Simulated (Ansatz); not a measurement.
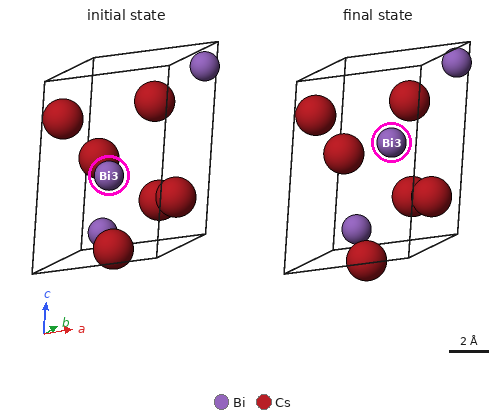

The two relaxed end points of a path for a defect cell of composition Cs2Bi with a Bi vacancy (9 atoms in the cell). A spheres-only model of the simulation cell (origin moved), seen slightly off an axis. The moving atom is ringed, with any periodic copies.

The calculation used Ansatz, DFT, PAW plane waves, PBEsol.

The input:
```yaml
crystal:
  lattice:
    - [5.02895941, 5.15006761, 0.0]
    - [5.02895941, -5.15006761, 0.0]
    - [2.65631652, 0.0, -9.77012343]
  atoms:
    - { symbol: Bi, position: [0.87953715, 0.31177844, 0.83703245] }
    - { symbol: Bi, position: [0.68344825, 0.12105804, 0.66129085] }
    - { symbol: Bi, position: [0.12204811, 0.68177606, 0.16326105] }
    - { symbol: Cs, position: [0.76117974, 0.66844345, 0.51329894] }
    - { symbol: Cs, position: [0.34382684, 0.24370734, 0.98306007] }
    - { symbol: Cs, position: [0.24180373, 0.33791715, 0.48543482] }
    - { symbol: Cs, position: [0.66698505, 0.76041755, 0.01355732] }
    - { symbol: Cs, position: [0.1616389, 0.84481038, 0.74726448] }
    - { symbol: Cs, position: [0.83835634, 0.16303051, 0.2526872] }
kpoints:
  mp_grid: { grid: [2, 2, 2] }
magnetization:
  spin_polarized: false
scf:
  occupations: { method: fermi_dirac, width: 0.05 }
hamiltonian:
  pseudopotentials: { kind: paw }
  xc: pbesol
basis:
  ecutwfc: 420
neb:
  images: 3
  relax_end_points: true
  climbing: true
  f_tol: 0.05
  max_iterations: 40
  order_check: false
  final_atoms:
    - { symbol: Bi, position: [0.87953715, 0.31177844, 0.83703245] }
    - { symbol: Bi, position: [0.68344825, 0.12105804, 0.66129085] }
    - { symbol: Bi, position: [0.30828768, 0.87343928, 0.33922809] }
    - { symbol: Cs, position: [0.76117974, 0.66844345, 0.51329894] }
    - { symbol: Cs, position: [0.34382684, 0.24370734, 0.98306007] }
    - { symbol: Cs, position: [0.24180373, 0.33791715, 0.48543482] }
    - { symbol: Cs, position: [0.66698505, 0.76041755, 0.01355732] }
    - { symbol: Cs, position: [0.1616389, 0.84481038, 0.74726448] }
    - { symbol: Cs, position: [0.83835634, 0.16303051, 0.2526872] }
```

Launched with:
```bash
ansatz run input.yaml --threads 4 --pin off --max-ram 8192MiB --backend cpu --events-out ev --progress --plain --runs-dir out
```

### What barrier does the band find between them, and by what path?

The two ends have the same energy, and the highest point, image 2, lies 0.102 eV above the start. It is a vacancy jump: a nearby atom moves into the empty site and leaves its own site empty. A Bi atom travels furthest, 2.44 Å from end to end, along [1 1 1], on a path that bends up to 0.14 Å away from the straight line. At the highest image its nearest neighbour (Cs) is 3.89 Å away, against 3.86 Å at the start, and the surrounding atoms stand up to 0.22 Å off the mean of their end positions. The band converged in 4 iterations. The largest component of the band force went from 0.16 to 0.025 eV/Å. The climbing image converged on the top of the path. Its curvatures weren't checked.

Energies of the converged images:

```tsv
image	path (Å)	E (eV)
0	0.00	0.000
1	0.65	0.054
2	1.31	0.102
3	1.96	0.054
4	2.61	0.000
```

The geometry at the top of the path:

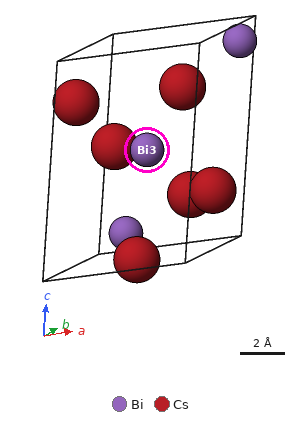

Limits of the set-up: the k-point mesh is coarse for a cell with partly filled bands; the periodic images lie only 7.2 Å apart, so the values are limited by the cell's size.

Cost: 71 s on 4 threads of Intel(R) Xeon(R) Platinum 8488C (Sapphire Rapids), on a shared host, peak memory 1.6 GiB.
